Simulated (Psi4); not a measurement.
## Single-point calculation of AlH$_{2}$SF (part 2 of 2)

Continued. System: AlH$_{2}$SF, multiplicity 3, SMILES [F][AlH][SH]. Method: MP2/CBS, UHF (Psi4 1.11). The geometry is that of the parent species in another charge or spin state. The geometry comes from this level: PBE0-D4/def2-TZVP.

Geometry of the input (Å):
```
F  -1.2035  -1.5358  0.8775
Al -0.5139  -0.3091  0.0248
S  1.5361  0.1826  0.5335
H  -1.3411  0.4304  -1.0852
H  1.5723  1.1582  -0.3921
```

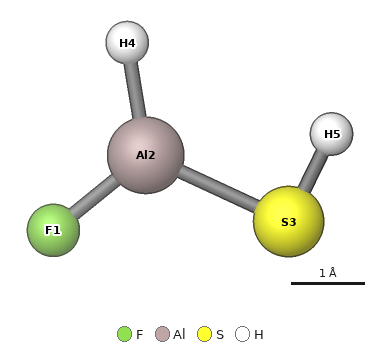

Figure 1. The structure as given in the input (ball-and-stick view, seen on its broad side; atoms are numbered from 1 in the order of the input). Sticks mark near contacts.

What the program printed, continued
```
	 --------------------------------------------------------
	                          DF-MP2
	      2nd-Order Density-Fitted Moller-Plesset Theory
	              UMP2 Wavefunction,   1 Threads

	 --------------------------------------------------------

	 --------------------------------------------------------
	                 NBF =   233, NAUX =   558
	 --------------------------------------------------------
	   CLASS    FOCC     OCC    AOCC    AVIR     VIR    FVIR
	   ALPHA      11      21      10     212     212       0
	    BETA      11      19       8     214     214       0
	 --------------------------------------------------------

	-----------------------------------------------------------
	 ==================> DF-MP2 Energies <====================
	-----------------------------------------------------------
	 Reference Energy          =    -740.0724341884699697 [Eh]
	 Singles Energy            =      -0.0000000000000000 [Eh]
	 Same-Spin Energy          =      -0.1218235240585413 [Eh]
	 Opposite-Spin Energy      =      -0.3992184632519687 [Eh]
	 Correlation Energy        =      -0.5210419873105101 [Eh]
	 Total Energy              =    -740.5934761757804381 [Eh]
	-----------------------------------------------------------
	 ================> DF-SCS-MP2 Energies <==================
	-----------------------------------------------------------
	 SCS Same-Spin Scale       =       0.3333333333333333 [-]
	 SCS Opposite-Spin Scale   =       1.2000000000000000 [-]
	 SCS Same-Spin Energy      =      -0.0406078413528471 [Eh]
	 SCS Opposite-Spin Energy  =      -0.4790621559023625 [Eh]
	 SCS Correlation Energy    =      -0.5196699972552096 [Eh]
	 SCS Total Energy          =    -740.5921041857251339 [Eh]
	-----------------------------------------------------------

	total time  =          1 seconds =       0.02 minutes

    Psi4 run time: 0:00:06.47

    -----------------------------------------------------------------------
                               Psi4 1.11 release

    h
    h
    h

    -----------------------------------------------------------------------

    Memory:     1.5 GiB
    Threads:    1
                ecpint, einsums, f̶o̶r̶t̶e̶, gauxc, gcp, g̶d̶m̶a̶, geometric, g̶p̶u̶_̶d̶f̶c̶c̶,
                i̶n̶t̶e̶g̶r̶a̶t̶o̶r̶x̶x̶, i̶p̶i̶, libefp, m̶d̶i̶, m̶p̶2̶d̶, m̶r̶c̶c̶, ooo,
                o̶p̶e̶n̶f̶e̶r̶m̶i̶o̶n̶p̶s̶i̶4̶, pcmsolver, p̶s̶i̶4̶f̶o̶c̶k̶c̶i̶, p̶s̶i̶x̶a̶s̶,
                p̶y̶e̶i̶n̶s̶u̶m̶s̶, r̶e̶s̶p̶, s̶i̶m̶i̶n̶t̶, s̶n̶s̶m̶p̶2̶,
                v̶2̶r̶d̶m̶_̶c̶a̶s̶s̶c̶f̶

    SCF Algorithm Type (re)set to DF.

   => Loading Basis Set <=

    Name: CC-PVTZ
    Role: ORBITAL
    Keyword: BASIS

         ---------------------------------------------------------
                                   SCF
                              UHF Reference
                        1 Threads,   1525 MiB Core
         ---------------------------------------------------------

  ==> Geometry <==

    Molecular point group: c1
    Full point group: C1

    Geometry (in Bohr), charge = 0, multiplicity = 3:

       Center              X                  Y                   Z               Mass
    ------------   -----------------  -----------------  -----------------  -----------------
         F           -0.000028394617     1.468882765582    -3.168190738171    18.998403162730
         AL          -0.000028394617     1.468882765582    -0.058778679559    26.981538530000
         S           -0.000028394617    -2.203897491969     1.759340126671    31.972071174400
         H           -0.000099819556     4.042686260135     1.414942886490     1.007825032230
         H            0.002296051520    -1.141365628198     4.068902246164     1.007825032230

  Running in c1 symmetry.

  Rotational constants: A =      0.79232  B =      0.11926  C =      0.10366 [cm^-1]
  Rotational constants: A =  23753.25273  B =   3575.44278  C =   3107.66379 [MHz]
  Nuclear repulsion =  130.763163134140797

  Charge       = 0
  Multiplicity = 3
  Electrons    = 40
  Nalpha       = 21
  Nbeta        = 19

  ==> Algorithm <==

  SCF Algorithm Type is DF.
  DIIS enabled.
  MOM disabled.
  Fractional occupation disabled.
  Guess Type is SAD.
  Energy threshold   = 1.00e-08
  Density threshold  = 1.00e-08
  Integral threshold = 1.00e-12

  ==> Primary Basis <==

  Basis Set: CC-PVTZ
    Blend: CC-PVTZ
    Number of shells: 46
    Number of basis functions: 126
    Number of Cartesian functions: 143
    Spherical Harmonics?: true
    Max angular momentum: 3

   => Loading Basis Set <=

    Name: (CC-PVTZ AUX)
    Role: JKFIT
    Keyword: DF_BASIS_SCF

  ==> Integral Setup <==

  DFHelper Memory: AOs need 0.048 GiB; user supplied 1.118 GiB.
  SCF_SUBTYPE=INCORE selected. In-core MEM_DF algorithm will be used.
  Using in-core AOs.

  ==> MemDFJK: Density-Fitted J/K Matrices <==

    J tasked:                   Yes
    K tasked:                   Yes
    wK tasked:                   No
    Memory [MiB]:              1144
    Algorithm:                 Core
    Schwarz Cutoff:           1E-12
    Mask sparsity (%):       2.2298
    Fitting Condition:        1E-10

   => Auxiliary Basis Set <=

  Basis Set: (CC-PVTZ AUX)
    Blend: CC-PVTZ-JKFIT
    Number of shells: 119
    Number of basis functions: 381
    Number of Cartesian functions: 456
    Spherical Harmonics?: true
    Max angular momentum: 4

  Minimum eigenvalue in the overlap matrix is 3.1595016430E-03.
  Reciprocal condition number of the overlap matrix is 6.3851333172E-04.
    Using symmetric orthogonalization.

  ==> Pre-Iterations <==

  SCF Guess: Superposition of Atomic Densities via on-the-fly atomic UHF (no occupation information).

   -------------------------
    Irrep   Nso     Nmo
   -------------------------
     A        126     126
   -------------------------
    Total     126     126
   -------------------------

  ==> Iterations <==

                           Total Energy        Delta E     RMS |[F,P]|

   @DF-UHF iter SAD:  -739.32620247584509   -7.39326e+02   0.00000e+00
   @DF-UHF iter   1:  -739.94963671099026   -6.23434e-01   3.53228e-03 DIIS/ADIIS
   @DF-UHF iter   2:  -740.02303640243724   -7.33997e-02   2.42140e-03 DIIS/ADIIS
   @DF-UHF iter   3:  -740.04844712584452   -2.54107e-02   3.21669e-04 DIIS/ADIIS
   @DF-UHF iter   4:  -740.05057503247747   -2.12791e-03   1.24679e-04 DIIS/ADIIS
   @DF-UHF iter   5:  -740.05103466727303   -4.59635e-04   5.69782e-05 DIIS
   @DF-UHF iter   6:  -740.05116848574335   -1.33818e-04   2.77241e-05 DIIS
   @DF-UHF iter   7:  -740.05121021459900   -4.17289e-05   1.22590e-05 DIIS
   @DF-UHF iter   8:  -740.05121979653984   -9.58194e-06   4.82423e-06 DIIS
   @DF-UHF iter   9:  -740.05122134689373   -1.55035e-06   1.90719e-06 DIIS
   @DF-UHF iter  10:  -740.05122158012193   -2.33228e-07   6.15697e-07 DIIS
   @DF-UHF iter  11:  -740.05122160014969   -2.00278e-08   2.01649e-07 DIIS
   @DF-UHF iter  12:  -740.05122160232770   -2.17801e-09   1.07401e-07 DIIS
   @DF-UHF iter  13:  -740.05122160329370   -9.65997e-10   8.51948e-08 DIIS
   @DF-UHF iter  14:  -740.05122160427118   -9.77479e-10   7.35816e-08 DIIS
   @DF-UHF iter  15:  -740.05122160575831   -1.48714e-09   5.95434e-08 DIIS
   @DF-UHF iter  16:  -740.05122160716428   -1.40597e-09   4.80120e-08 DIIS
   @DF-UHF iter  17:  -740.05122160798180   -8.17522e-10   4.27122e-08 DIIS
   @DF-UHF iter  18:  -740.05122160875226   -7.70456e-10   3.81034e-08 DIIS
   @DF-UHF iter  19:  -740.05122160982478   -1.07252e-09   3.06341e-08 DIIS
   @DF-UHF iter  20:  -740.05122161097586   -1.15108e-09   1.77173e-08 DIIS
   @DF-UHF iter  21:  -740.05122161132647   -3.50610e-10   8.01341e-09 DIIS
  Energy and wave function converged.

  ==> Post-Iterations <==

   @Spin Contamination Metric:   4.221361815E-02
   @S^2 Expected:                2.000000000E+00
   @S^2 Observed:                2.042213618E+00
   @S   Expected:                1.000000000E+00
   @S   Observed:                1.000000000E+00

    Orbital Energies [Eh]
    ---------------------

    Alpha Occupied:

       1A    -92.100224     2A    -58.463903     3A    -26.220806
       4A     -9.102603     5A     -6.799068     6A     -6.779536
       7A     -6.777797     8A     -4.882915     9A     -3.203292
      10A     -3.197247    11A     -3.195461    12A     -1.511702
      13A     -1.114110    14A     -0.673499    15A     -0.645204
      16A     -0.606824    17A     -0.596278    18A     -0.586733
      19A     -0.576249    20A     -0.436690    21A     -0.172734

    Alpha Virtual:

      22A      0.055110    23A      0.079104    24A      0.124256
      25A      0.170730    26A      0.216590    27A      0.230434
      28A      0.239032    29A      0.252214    30A      0.279579
      31A      0.309072    32A      0.314631    33A      0.340078
      34A      0.365063    35A      0.397478    36A      0.428526
      37A      0.458507    38A      0.501136    39A      0.537409
      40A      0.564887    41A      0.584977    42A      0.618163
      43A      0.668106    44A      0.775661    45A      0.840158
      46A      0.849267    47A      0.854902    48A      0.865000
      49A      0.908146    50A      0.932923    51A      0.951323
      52A      0.998128    53A      1.054194    54A      1.060740
      55A      1.063274    56A      1.124211    57A      1.135790
      58A      1.158665    59A      1.194120    60A      1.196854
      61A      1.229834    62A      1.311381    63A      1.345059
      64A      1.456477    65A      1.490550    66A      1.690626
      67A      1.691338    68A      1.764659    69A      1.768593
      70A      1.820439    71A      1.866469    72A      1.883971
      73A      1.922018    74A      1.977471    75A      2.019792
      76A      2.037800    77A      2.115522    78A      2.115955
      79A      2.190220    80A      2.264466    81A      2.311236
      82A      2.421297    83A      2.467703    84A      2.568681
      85A      2.595472    86A      2.683935    87A      2.715159
      88A      2.735285    89A      2.855627    90A      2.934126
      91A      3.160591    92A      3.195897    93A      3.395350
      94A      3.479822    95A      3.523255    96A      3.637481
      97A      3.740841    98A      3.768324    99A      3.859463
     100A      3.913881   101A      4.028631   102A      4.080331
     103A      4.177053   104A      4.183764   105A      4.250337
     106A      4.280733   107A      4.402344   108A      4.547076
     109A      4.838136   110A      5.268235   111A      5.387252
     112A      5.553512   113A      5.766068   114A      7.454044
     115A      7.457906   116A      7.458444   117A      7.460509
     118A      7.466132   119A      7.478997   120A      7.484862
     121A      8.994004   122A      9.024129   123A      9.200800
     124A      9.271524   125A      9.321767   126A     11.956206

    Beta Occupied:

       1A    -92.090590     2A    -58.460261     3A    -26.218634
       4A     -9.091929     5A     -6.774208     6A     -6.773507
       7A     -6.754887     8A     -4.877456     9A     -3.195133
      10A     -3.192737    11A     -3.186736    12A     -1.506370
      13A     -1.017438    14A     -0.659696    15A     -0.633164
      16A     -0.591712    17A     -0.585930    18A     -0.547553
      19A     -0.450989

    Beta Virtual:

      20A     -0.086520    21A      0.077269    22A      0.120874
      23A      0.125202    24A      0.139392    25A      0.180522
      26A      0.233048    27A      0.266551    28A      0.293984
      29A      0.294527    30A      0.308323    31A      0.329542
      32A      0.359330    33A      0.373575    34A      0.412205
      35A      0.436367    36A      0.471114    37A      0.490906
      38A      0.507948    39A      0.566036    40A      0.591724
      41A      0.624455    42A      0.652358    43A      0.677927
      44A      0.790446    45A      0.856099    46A      0.868531
      47A      0.872601    48A      0.890439    49A      0.935805
      50A      0.947326    51A      0.977254    52A      1.011494
      53A      1.063277    54A      1.074678    55A      1.087920
      56A      1.131303    57A      1.162945    58A      1.165401
      59A      1.203234    60A      1.203736    61A      1.233505
      62A      1.320083    63A      1.358104    64A      1.466516
      65A      1.492926    66A      1.688396    67A      1.731053
      68A      1.805677    69A      1.807901    70A      1.837446
      71A      1.886234    72A      1.916260    73A      1.926247
      74A      1.994605    75A      2.060623    76A      2.064671
      77A      2.121211    78A      2.152552    79A      2.248939
      80A      2.267471    81A      2.316292    82A      2.430887
      83A      2.491670    84A      2.574438    85A      2.600485
      86A      2.687141    87A      2.720245    88A      2.740389
      89A      2.856852    90A      2.935985    91A      3.153989
      92A      3.197404    93A      3.398145    94A      3.481906
      95A      3.523350    96A      3.632491    97A      3.739588
      98A      3.762774    99A      3.861532   100A      3.907219
     101A      4.021606   102A      4.074843   103A      4.180526
     104A      4.187710   105A      4.248820   106A      4.271589
     107A      4.394281   108A      4.552336   109A      4.830356
     110A      5.275756   111A      5.388133   112A      5.556157
     113A      5.774297   114A      7.455720   115A      7.459830
     116A      7.459910   117A      7.462085   118A      7.467901
     119A      7.479255   120A      7.484921   121A      8.998498
     122A      9.028637   123A      9.205278   124A      9.272633
     125A      9.322555   126A     11.958645

    Final Occupation by Irrep:
              A
    DOCC [    19 ]
    SOCC [     2 ]
    NA   [    21 ]
    NB   [    19 ]

  @DF-UHF Final Energy:  -740.05122161132647

   => Energetics <=

    Nuclear Repulsion Energy =            130.7631631341407967
    One-Electron Energy =               -1287.3769637312861960
    Two-Electron Energy =                 416.5625789858189592
    Total Energy =                       -740.0512216113264685

  UHF NO Occupations:
  HONO-2 :   19  A 1.9863283
  HONO-1 :   20  A 1.0000000
  HONO-0 :   21  A 1.0000000
  LUNO+0 :   22  A 0.0136717
  LUNO+1 :   23  A 0.0062650
  LUNO+2 :   24  A 0.0007314
  LUNO+3 :   25  A 0.0004121

Computation Completed

Properties will be evaluated at   0.000000,   0.000000,   0.000000 [a0]

Properties computed using the SCF density matrix

 Multipole Moments:

 ------------------------------------------------------------------------------------
     Multipole            Electronic (a.u.)      Nuclear  (a.u.)        Total (a.u.)
 ------------------------------------------------------------------------------------

 L = 1.  Multiply by 2.5417464519 to convert [e a0] to [Debye]
 Dipole X            :         -0.0033757            0.0011172           -0.0022585
 Dipole Y            :         -1.8336327           -0.0456184           -1.8792511
 Dipole Z            :         -2.7185191            4.3554477            1.6369286
 Magnitude           :                                                    2.4922129

 ------------------------------------------------------------------------------------

	total time  =          2 seconds =       0.03 minutes

  //>>>>>>>>>>>>>>>>>>>>>>>>>>>>>>>>>>>//
  //               DFMP2               //
  //<<<<<<<<<<<<<<<<<<<<<<<<<<<<<<<<<<<//

   => Loading Basis Set <=

    Name: (CC-PVTZ AUX)
    Role: RIFIT
    Keyword: DF_BASIS_MP2

	 --------------------------------------------------------
	                          DF-MP2
	      2nd-Order Density-Fitted Moller-Plesset Theory
	              UMP2 Wavefunction,   1 Threads

	 --------------------------------------------------------

	 --------------------------------------------------------
	                 NBF =   126, NAUX =   385
	 --------------------------------------------------------
	   CLASS    FOCC     OCC    AOCC    AVIR     VIR    FVIR
	   ALPHA      11      21      10     105     105       0
	    BETA      11      19       8     107     107       0
	 --------------------------------------------------------

	-----------------------------------------------------------
	 ==================> DF-MP2 Energies <====================
	-----------------------------------------------------------
	 Reference Energy          =    -740.0512216113264685 [Eh]
	 Singles Energy            =      -0.0000000000000000 [Eh]
	 Same-Spin Energy          =      -0.1159199038538380 [Eh]
	 Opposite-Spin Energy      =      -0.3617582590941242 [Eh]
	 Correlation Energy        =      -0.4776781629479622 [Eh]
	 Total Energy              =    -740.5288997742744641 [Eh]
	-----------------------------------------------------------
	 ================> DF-SCS-MP2 Energies <==================
	-----------------------------------------------------------
	 SCS Same-Spin Scale       =       0.3333333333333333 [-]
	 SCS Opposite-Spin Scale   =       1.2000000000000000 [-]
	 SCS Same-Spin Energy      =      -0.0386399679512793 [Eh]
	 SCS Opposite-Spin Energy  =      -0.4341099109129491 [Eh]
	 SCS Correlation Energy    =      -0.4727498788642284 [Eh]
	 SCS Total Energy          =    -740.5239714901906609 [Eh]
	-----------------------------------------------------------

	total time  =          0 seconds =       0.00 minutes

    Psi4 run time: 0:00:01.93

  //>>>>>>>>>>>>>>>>>>>>>>>>>>>>>>>>>>>//
  //            CBS Results            //
  //<<<<<<<<<<<<<<<<<<<<<<<<<<<<<<<<<<<//

   ==> Components <==

  ---------------------------------------------------------------------------------------------------------
                          Method / Basis                      Rqd      Energy [Eh]   Variable
  ---------------------------------------------------------------------------------------------------------
                              hf / cc-pvtz                     *     -740.05122161   HF TOTAL ENERGY
                             mp2 / cc-pvtz                     *     -740.52889977   MP2 TOTAL ENERGY
                              hf / cc-pvqz                     *     -740.07243419   HF TOTAL ENERGY
                             mp2 / cc-pvqz                     *     -740.59347618   MP2 TOTAL ENERGY
  ---------------------------------------------------------------------------------------------------------

   ==> Stages <==

  ---------------------------------------------------------------------------------------------------------
      Stage               Method / Basis                       Wt      Energy [Eh]   Scheme
  ---------------------------------------------------------------------------------------------------------
        scf                   hf / cc-pvqz                      1    -740.07243419   xtpl_highest_1
       corl                  mp2 / cc-pv[tq]z                   1    -740.64059950   corl_xtpl_helgaker_2
       corl                   hf / cc-pv[tq]z                  -1    -740.08791364   corl_xtpl_helgaker_2
  ---------------------------------------------------------------------------------------------------------

   ==> CBS <==

  ---------------------------------------------------------------------------------------------------------
      Stage               Method / Basis                               Energy [Eh]   Scheme
  ---------------------------------------------------------------------------------------------------------
        scf                   hf / cc-pvqz                           -740.07243419   xtpl_highest_1
       corl                  mp2 / cc-pv[tq]z                          -0.55268586   corl_xtpl_helgaker_2
      total                  CBS                                     -740.62512005
  ---------------------------------------------------------------------------------------------------------

  Variable Map:
  ----------------------------------------------------------------------------
  "CBS CORRELATION ENERGY"     =>      -0.552685859143
  "CBS NUMBER"                 =>       2.000000000000
  "CBS REFERENCE ENERGY"       =>    -740.072434188470
  "CBS TOTAL ENERGY"           =>    -740.625120047613
  "CURRENT CORRELATION ENERGY" =>      -0.552685859143
  "CURRENT ENERGY"             =>    -740.625120047613
  "CURRENT REFERENCE ENERGY"   =>    -740.072434188470
  "NUCLEAR REPULSION ENERGY"   =>     130.763163134141

  Array Variable Map:
  ----------------------------------------------------------------------------
  "CBS DIPOLE"                 =>      -0.005662775310 ... 1.520239093434 1 by 3
  "CURRENT DIPOLE"             =>      -0.005662775310 ... 1.520239093434 1 by 3

    Psi4 run time: 0:00:10.14
```

Results in brief

- outcome: converged
- total energy: −740.625120 hartree
- correlation energy: −0.552686 hartree
- ⟨S²⟩: 2.042
- wall time: 11 s
- peak memory: 0.53 GiB
